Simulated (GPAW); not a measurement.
# Al K-edge XANES of Al2O3 (Corundum, R-3c), part 2 of 2

What does one-electron theory with a core hole give for the Al K edge of Al2O3 (Corundum, R-3c)?

GPAW 26.7.0; X-ray absorption from dipole matrix elements to empty bands, plane-wave PAW PBE.

So far. Step 2 (Ground state of the crystal): The mesh shows a gap of 6.18 eV, so the hole is first treated in a charged cell, without the excited electron. Step 3 (Spectrum without a core hole, ): The time allowed ran out, so this step gives no result.

### Step 5. Spectrum with FCH, Al atom 1

The holes are 4.8 Å apart. In GPAW the data set carries the hole's charge, so charge=0 means a charged cell and charge=-1 a neutral one. The excited electron is left out and a uniform background balances the charge. After the field has converged, empty bands are computed with the density fixed and the dipole matrix elements are summed.

The absorber has 3 O at 1.85 Å and 3 O at 1.97 Å (distorted octahedral, site symmetry 3).

xas.py reads:

```python
import numpy as np
from ase import Atoms
from ase.parallel import parprint, paropen
from gpaw import GPAW, PW, FermiDirac, Mixer, MixerDif, setup_paths
from gpaw.test import gen
setup_paths.insert(0, '.')
gen('Al', name='fch1s', xcname='PBE', corehole=(1, 0, 1), write_xml=True)

atoms = Atoms('Al4O6',
    cell=[[-2.38025, 4.12271393, 0],
     [2.38025, 4.12271393, 0],
     [-2.38025, -1.37423798, -4.33186667]],
    scaled_positions=[[0.85216, 0.29568, 0.44352],
     [0.64784, 0.70432, 0.05648],
     [0.14784, 0.70432, 0.55648],
     [0.35216, 0.29568, 0.94352],
     [0.75, 0.80668, 0.75],
     [0.44332, 0.5, 0.75],
     [0.05668, 0.19332, 0.75],
     [0.25, 0.19332, 0.25],
     [0.55668, 0.5, 0.25],
     [0.94332, 0.80668, 0.25]],
    pbc=True)
atoms.calc = calc = GPAW(legacy_gpaw=True, mode=PW(500), xc='PBE', setups={0: 'fch1s'},
    kpts={'size': (5, 5, 5), 'gamma': True}, occupations=FermiDirac(0.02),
    charge=0, mixer=Mixer(0.1, 5, 50), maxiter=150,
    convergence={'density': 0.0001}, txt='scf.txt')
energy = atoms.get_potential_energy() + calc.get_reference_energy()
ef = calc.get_fermi_level()
out = dict(energy=energy, fermi=ef, forces=atoms.get_forces().tolist())
parprint(f'all-electron energy {energy:.4f} eV, Fermi level {ef:.4f} eV')
ev = np.array([[calc.get_eigenvalues(k, s) for k in range(len(calc.get_ibz_k_points()))] for s in range(calc.get_number_of_spins())])
out['homo'], out['lumo'], out['counts'] = ev[ev < ef].max(), ev[ev > ef].min(), sorted(set((ev < ef).sum((0, 2)).tolist()))
out['filled'] = (ev[:, 0] < ef).sum(1).tolist()

from gpaw.xas import XAS
nb = int(calc.get_number_of_electrons() / 2) + 54
top, nb = nb, nb + 8 + nb // 12
nscf = calc.fixed_density(kpts={'size': (7, 7, 7), 'gamma': True}, nbands=nb,
    convergence={'bands': top, 'eigenstates': 1e-5}, maxiter=60, txt='nscf.txt')
cell = atoms.cell.array
ops = [cell.T @ U.T @ np.linalg.inv(cell.T) for U in nscf.wfs.kd.symmetry.op_scc]
filled = [24]  # bands filled in the ground state, by spin
E = np.arange(-6, 34, 0.1)
fwhm = np.interp(E, [4, 25], [0.9, 3.5])
Y, X, zero, highest = 0, 0, 1e9, 1e9
for spin in range(nscf.get_number_of_spins()):
    xas = XAS(nscf, mode='all', center=0, spin=spin)
    eps = xas.eps_kn
    d = xas.sigma_cmkn  # core-to-band dipole matrix elements, k weights included
    T = np.einsum('amkn,bmkn->abkn', d, d.conj()).real
    T = sum(np.einsum('ai,ijkn,bj->abkn', R, T, R) for R in ops) / len(ops)
    empty = np.ones_like(eps, bool) & (np.arange(nb) >= filled[spin])
    zero, highest = min(zero, eps[empty].min()), min(highest, eps[:, top - 1].min())
    lines = [(eps, T, empty)] if spin == 0 else lines + [(eps, T, empty)]
for eps, T, empty in lines:
    f = np.einsum('aakn->akn', T).reshape(3, -1)
    x = eps.ravel() - zero
    w = np.interp(x, E, fwhm) / 2.35482
    g = np.exp(-0.5 * ((E[:, None] - x) / w) ** 2) / (w * (2 * np.pi) ** 0.5)
    Y = Y + (f * empty.ravel()) @ g.T
    X = X + (f * ~empty.ravel()) @ g.T
out.update(E=E.round(2).tolist(), xas=Y.tolist(), xes=X.tolist(), zero=zero, valid=highest - zero, nk=len(eps), nb=nb)
for i in range(0, len(E), 10):
    parprint(f'{E[i]:7.2f}', *(f'{v:10.3e}' for v in Y[:, i]))
import json
with paropen('out.json', 'w') as f:
    json.dump(out, f)
```

Command:

```sh
$ OMP_NUM_THREADS=1 python xas.py
```

Numbers of over 12 decimals in the logs are rounded to 6 here.

The log of the run:

```text
Input parameters:
  convergence: {density: 0.0001}
  kpts: {gamma: True,
         size: (5, 5, 5)}
  maxiter: 150
  mixer: {backend: pulay,
          beta: 0.1,
          method: separate,
          nmaxold: 5,
          weight: 50}
  mode: {ecut: 500.0,
         name: pw}
  occupations: {fixmagmom: False,
                name: fermi-dirac,
                width: 0.02}
  setups: {0: fch1s}
  xc: PBE

Initialize ...

[... PAW data sets ...]

Reference energy: -37078.602659  # eV

Spin-paired calculation

[... convergence settings ...]
Symmetries present (total): 1
  [... symmetry matrices ...]

125 k-points: 5 x 5 x 5 Monkhorst-Pack grid
63 k-points in the irreducible part of the Brillouin zone
       k-points in crystal coordinates                weights
   0:     0.00000000    0.00000000    0.00000000          1/125
   1:     0.00000000    0.00000000    0.20000000          2/125
   2:     0.00000000    0.00000000    0.40000000          2/125
   3:     0.00000000    0.20000000   -0.40000000          2/125
   4:     0.00000000    0.20000000   -0.20000000          2/125
   5:     0.00000000    0.20000000    0.00000000          2/125
   6:     0.00000000    0.20000000    0.20000000          2/125
   7:     0.00000000    0.20000000    0.40000000          2/125
   8:     0.00000000    0.40000000   -0.40000000          2/125
   9:     0.00000000    0.40000000   -0.20000000          2/125
          ...
  62:     0.40000000    0.40000000    0.40000000          2/125

Wave functions: Plane wave expansion
  Cutoff energy: 500.000 eV
  Number of coefficients (min, max): 2131, 2172
  Pulay-stress correction: 0.000000 eV/Ang^3 (de/decut=0.000000)
  Using FFTW library
  Wavefunction extrapolation:
    Improved wavefunction reuse through dual PAW basis

Occupation numbers: Fermi-Dirac:
  width: 0.0200  # eV

Eigensolver
   Davidson(niter=2)

Densities:
  Coarse grid: 25*25*27 grid
  Fine grid: 50*50*54 grid
  Total Charge: 1.000000

Density mixing:
  Method: separate
  Backend: pulay
  Linear mixing parameter: 0.1
  old densities: 5
  Width of damping distribution: 1.1
  Damping of long wavelength oscillations: 50

[... Hamiltonian set-up ...]
Number of atoms: 10
Number of atomic orbitals: 40
Number of bands in calculation: 33
Number of valence electrons: 48
Bands to converge: occupied

... initialized

Initializing position-dependent things.

Density initialized from atomic densities
Creating initial wave functions:
  33 bands from LCAO basis set

               O Al

              O
          AlO
             O Al
           O

        AlO

Atomic positions and initial magnetic moments

Positions:
   0 Al    -2.380250    4.122714   -1.921270    ( 0.0000,  0.0000,  0.0000)
   1 Al    -0.000000    5.496952   -0.244664    ( 0.0000,  0.0000,  0.0000)
   2 Al    -0.000000    2.748476   -2.410597    ( 0.0000,  0.0000,  0.0000)
   3 Al    -2.380250    1.374238   -4.087203    ( 0.0000,  0.0000,  0.0000)
   4 O     -1.650275    5.387068   -3.248900    ( 0.0000,  0.0000,  0.0000)
   5 O     -1.650275    2.858360   -3.248900    ( 0.0000,  0.0000,  0.0000)
   6 O     -1.459950   -0.000000   -3.248900    ( 0.0000,  0.0000,  0.0000)
   7 O     -0.729975    1.484122   -1.082967    ( 0.0000,  0.0000,  0.0000)
   8 O     -0.729975    4.012830   -1.082967    ( 0.0000,  0.0000,  0.0000)
   9 O     -0.920300    6.871190   -1.082967    ( 0.0000,  0.0000,  0.0000)

Unit cell:
           periodic     x           y           z      points  spacing
  1. axis:    yes   -2.380250    4.122714    0.000000    25     0.1572
  2. axis:    yes    2.380250    4.122714    0.000000    25     0.1392
  3. axis:    yes   -2.380250   -1.374238   -4.331867    27     0.1604

  Lengths:   4.760500   4.760500   5.130223
  Angles:  117.643335  90.000000  60.000000

Effective grid spacing dv^(1/3) = 0.1714

iter:   1   -95.661868
iter:   2   -93.027786   -1.47  -0.77
iter:   3   -90.187970   -1.08  -0.87
iter:   4   -90.623567   -1.57  -1.22
iter:   5   -90.412161   -1.91  -1.54
iter:   6   -90.392247   -3.22  -2.18
iter:   7   -90.392222c  -4.45  -2.76
iter:   8   -90.392953c  -4.39  -2.87
iter:   9   -90.392064c  -4.69  -2.88
iter:  10   -90.392054c  -6.26  -3.62
iter:  11   -90.392047c  -6.37  -3.75
iter:  12   -90.392046c  -7.20  -3.92
iter:  13   -90.392046c  -7.36  -3.99
iter:  14   -90.392046c  -7.84c -4.14c

Converged after 14 iterations.

Dipole moment: (-0.472375, 0.514917, 0.106259) |e|*Ang

Energy contributions relative to reference atoms: (reference = -37078.602659)

Kinetic:        +29.064020
Potential:      -41.530070
External:        +0.000000
XC:             -77.958443
Entropy (-ST):   -0.000000
Local:           +0.032448
SIC:             +0.000000
--------------------------
Free energy:    -90.392046
Extrapolated:   -90.392046

Showing only first 2 kpts
 Kpt  Band  Eigenvalues  Occupancy
  0    22      6.29832    2.00000
  0    23      6.29908    2.00000
  0    24     11.74609    0.00000
  0    25     14.95590    0.00000

  1    22      6.22973    2.00000
  1    23      6.27721    2.00000
  1    24     12.37438    0.00000
[...]
Fermi level: 7.31166

Gap: 5.447 eV
Transition (v -> c):
  (s=0, k=0, n=23, [0.00, 0.00, 0.00]) -> (s=0, k=0, n=24, [0.00, 0.00, 0.00])
No difference between direct/indirect transitions

Forces in eV/Ang:
  0 Al    0.00023   -0.00033   -0.34267
  1 Al    0.00020   -0.00017    0.18958
  2 Al   -0.00039    0.00037   -0.44181
  3 Al   -0.00024    0.00016    0.58272
  4 O    -0.64598   -0.96187    0.90734
  5 O    -0.50776    1.03936    0.90850
  6 O     1.15609   -0.08104    0.90808
  7 O     0.96493   -1.49208   -0.90350
  8 O    -1.77628   -0.08907   -0.90418
  9 O     0.80927    1.58456   -0.90375
Scalar-relativistic atomic PBE calculation for Al (Aluminium, Z=13)
Core hole in 1s state (1s occupation: 1.0)
450 radial gridpoints.
|------------------------------------------------|
|------------------------------------------------|
[... the atom generator's iteration count ...]

Energy contributions:
-------------------------
Kinetic:     +184.765236
XC:           -14.896209
Potential:   -354.468924
-------------------------
Total:       -184.599897

state      eigenvalue         ekin         rmax
-----------------------------------------------
1s^1.0 :   -60.636300    82.700333        0.077
2s^2.0 :    -5.219564    12.417049        0.471
2p^6.0 :    -3.893803    12.090812        0.390
3s^2.0 :    -0.681863     1.698318        1.791
3p^1.0 :    -0.434383     1.289297        2.020
-----------------------------------------------
(units: Bohr and Hartree)

Generating PAW setup
Kinetic energy of the core from tauc = 180.397025
Cutoffs:
rc(s)=2.050
rc(p)=2.050
rc(d)=2.050
rc(vbar)=1.845
rc(comp)=2.050
rc(nct)=2.050

Kinetic energy of the core states: 180.079303
Charge: 1.0
Core electrons: 9.0
Valence electrons: 3.0
Pseudo-core charge: 0.164936
Shape function alpha=2.380
Pseudo-electron charge 3.417904
state    eigenvalue         norm
--------------------------------
3s(2) :    -0.681863     1.122160
*s    :     0.318137
3p(1) :    -0.434383     1.008647
*p    :     0.565617
*d    :     0.000000
--------------------------------

Diagonalizing with gridspacing h=0.050

state   all-electron     PAW
-------------------------------
3s:      -0.681863    -0.682021
3p:      -0.434383    -0.434559
*d:                   -0.135907
*f:                   -0.021975
-------------------------------
all-electron energy -37168.9947 eV, Fermi level 7.3117 eV
[...]
31.00  4.571e-06  4.571e-06  3.940e-06
  32.00  4.387e-06  4.387e-06  4.643e-06
  33.00  4.089e-06  4.089e-06  5.081e-06
```

The job ended after 11 min (1 thread of Arm Neoverse V2, shared host; peak memory 1.1 GiB).

The Al K spectrum, Al atom 1, full core hole (charged cell) (energy from the lowest empty level; intensity scaled to a mean of 1 over the first 20 eV; polarised curves are means over the symmetry-equivalent atoms):

```csv
E (eV),isotropic,ε ⊥ c,ε ∥ c
-2.0,0.00,0.00,0.00
-0.5,0.00,0.00,0.00
1.0,0.01,0.01,0.02
2.5,0.09,0.06,0.15
4.0,3.33,2.76,4.47
5.5,2.11,2.38,1.58
7.0,1.52,1.64,1.28
8.5,1.90,1.91,1.87
10.0,0.84,0.79,0.95
11.5,0.69,0.89,0.28
13.0,0.63,0.78,0.34
14.5,0.59,0.60,0.58
16.0,0.60,0.53,0.74
17.5,0.53,0.44,0.70
19.0,0.46,0.39,0.60
20.5,0.43,0.40,0.48
22.0,0.45,0.45,0.45
23.5,0.47,0.49,0.44
25.0,0.45,0.48,0.38
26.5,0.42,0.47,0.32
```

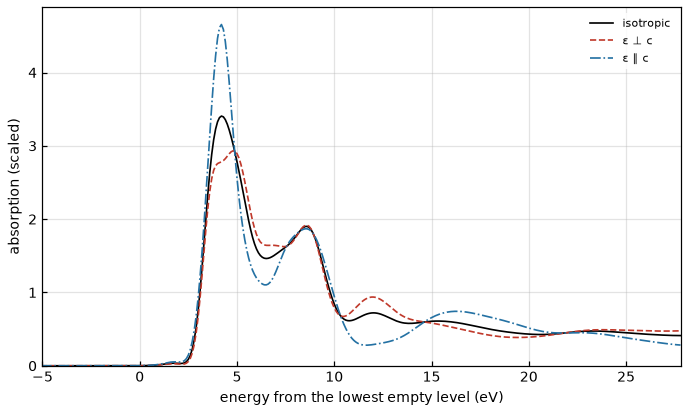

The Al K edge, Al atom 1, full core hole (charged cell): main maxima at 4.2, 8.6 and 12.0 eV.

Main maxima below 24 eV (height): 4.2 eV (3.41), 8.6 eV (1.90) and 12.0 eV (0.72). A K edge sees empty p states on the absorber.

The hole costs E(hole) − E(ground) = 1562.89 eV, and the lowest empty level of the hole cell on the spectrum's mesh lies at 11.75 eV, which puts the zero at 1574.64 eV. One term is added: -13.99 eV, since the hole is spin-paired here and a spin-polarised one costs that much less in the free atom (computed apart). The photon energy is then 1560.65 eV. The tabulated edge of the element is 1559 eV. The functional and the charged cell's background leave an error of a few eV in such absolute values.

### Step 6. Excitation energy, Al atom 1

With the excited electron kept in the cell the system stays neutral, and the energy difference is an excitation energy by itself. In a small cell that electron takes up a good share of the lowest empty band, or all of one, which shifts the value from the true onset.

Changed against the first core-hole run: core hole to XCH, with the smearing that suits a partly filled band.

scf.py reads:

```python
import numpy as np
from ase import Atoms
from ase.parallel import parprint, paropen
from gpaw import GPAW, PW, FermiDirac, Mixer, MixerDif, setup_paths
from gpaw.test import gen
setup_paths.insert(0, '.')
gen('Al', name='fch1s', xcname='PBE', corehole=(1, 0, 1), write_xml=True)

atoms = Atoms('Al4O6',
    cell=[[-2.38025, 4.12271393, 0],
     [2.38025, 4.12271393, 0],
     [-2.38025, -1.37423798, -4.33186667]],
    scaled_positions=[[0.85216, 0.29568, 0.44352],
     [0.64784, 0.70432, 0.05648],
     [0.14784, 0.70432, 0.55648],
     [0.35216, 0.29568, 0.94352],
     [0.75, 0.80668, 0.75],
     [0.44332, 0.5, 0.75],
     [0.05668, 0.19332, 0.75],
     [0.25, 0.19332, 0.25],
     [0.55668, 0.5, 0.25],
     [0.94332, 0.80668, 0.25]],
    pbc=True)
atoms.calc = calc = GPAW(legacy_gpaw=True, mode=PW(500), xc='PBE', setups={0: 'fch1s'},
    kpts={'size': (5, 5, 5), 'gamma': True}, occupations=FermiDirac(0.04),
    charge=-1, mixer=Mixer(0.1, 5, 50), maxiter=150,
    convergence={'density': 0.0001}, txt='scf.txt')
energy = atoms.get_potential_energy() + calc.get_reference_energy()
ef = calc.get_fermi_level()
out = dict(energy=energy, fermi=ef, forces=atoms.get_forces().tolist())
parprint(f'all-electron energy {energy:.4f} eV, Fermi level {ef:.4f} eV')
ev = np.array([[calc.get_eigenvalues(k, s) for k in range(len(calc.get_ibz_k_points()))] for s in range(calc.get_number_of_spins())])
out['homo'], out['lumo'], out['counts'] = ev[ev < ef].max(), ev[ev > ef].min(), sorted(set((ev < ef).sum((0, 2)).tolist()))
out['filled'] = (ev[:, 0] < ef).sum(1).tolist()
import json
with paropen('out.json', 'w') as f:
    json.dump(out, f)
```

Command:

```sh
$ OMP_NUM_THREADS=1 python scf.py
```

The log of the run:

```text
Input parameters:
  charge: -1
  convergence: {density: 0.0001}
  kpts: {gamma: True,
         size: (5, 5, 5)}
  maxiter: 150
  mixer: {backend: pulay,
          beta: 0.1,
          method: separate,
          nmaxold: 5,
          weight: 50}
  mode: {ecut: 500.0,
         name: pw}
  occupations: {fixmagmom: False,
                name: fermi-dirac,
                width: 0.04}
  setups: {0: fch1s}
  xc: PBE

[...]
3s(2) :    -0.681863     1.122160
*s    :     0.318137
3p(1) :    -0.434383     1.008647
*p    :     0.565617
*d    :     0.000000
--------------------------------

Diagonalizing with gridspacing h=0.050

state   all-electron     PAW
-------------------------------
3s:      -0.681863    -0.682021
3p:      -0.434383    -0.434559
*d:                   -0.135907
*f:                   -0.021975
-------------------------------
all-electron energy -37155.7144 eV, Fermi level 13.8008 eV
[key lines of the parts left out:]
Converged after 16 iterations.
Dipole moment: (-0.385545, 0.509584, -0.021025) |e|*Ang
Free energy:    -77.117862
Fermi level: 13.80077
```

Run time: 2 min. Hardware: 1 thread; peak memory 0.32 GiB.

The total-energy difference is 1576.17 eV. With the free-atom term of -13.99 eV for this edge, the photon energy is 1562.18 eV.

### Step 7. Outcome

```
absorber and edge                               : Al K, atom 1 of the ground-state input (counted from 1)
surroundings                                    : 3 O at 1.85 Å and 3 O at 1.97 Å (distorted octahedral, site symmetry 3)
highest intensity below 16 eV                   : 4.2 eV above the zero, height 3.41
photon energy of the zero, with the added terms : 1560.6 eV (raw 1574.6 eV; uncertain by a few eV)
```

**Reading.** The Al K edge of atom 1, with 3 O at 1.85 Å and 3 O at 1.97 Å (distorted octahedral, site symmetry 3), has its highest intensity of the first 16 eV at 4.2 eV above the zero, near 1565 eV in photon energy (uncertain by a few eV), 3.4 times the mean level of the first 20 eV (Gaussian full width 0.9 eV up to 4 eV, rising linearly to 3.5 eV at 25 eV). The neutral-cell energy lies +1.5 eV from the charged-cell zero, a gap made of the charged-cell error and of where the added electron settles. At the Al K edge of atom 1 polarisation matters most near 4.2 eV, where the curves differ by 1.9 on this scale. The holes are only 4.8 Å apart, so the shape is probably not converged with cell size; no larger cell was run here. The mesh is coarse (0.26 Å⁻¹ between points), so small maxima may be mesh ripples. Lifetime broadening is put in by hand, and intensities beyond about 20 eV depend on it and on the partial waves; weight that the partial waves miss at high energy is lost. The structure is a published determination, not relaxed.

[Banner, clock and machine lines of the logs are left out without a mark of their own.]

[Logs are printed without paths, hosts, clocks, repeated set-up lines and the standing remarks that a program may print on its own settings, such as how far it seeks lower states.]

[Hosts, paths, dates, database ids (printed as entryN), source tags and the programs' standing remarks are cut or masked in the printed files.]

[Lists of maxima count a maximum above −3 eV only where it reaches 4 % of the highest in the window and stands out from its surroundings by 2 % of it (1.5 % where it reaches 55 %); shoulders and weaker maxima are passed over, and of the rest the first, up to two pre-edge ones and the few strongest are named.]
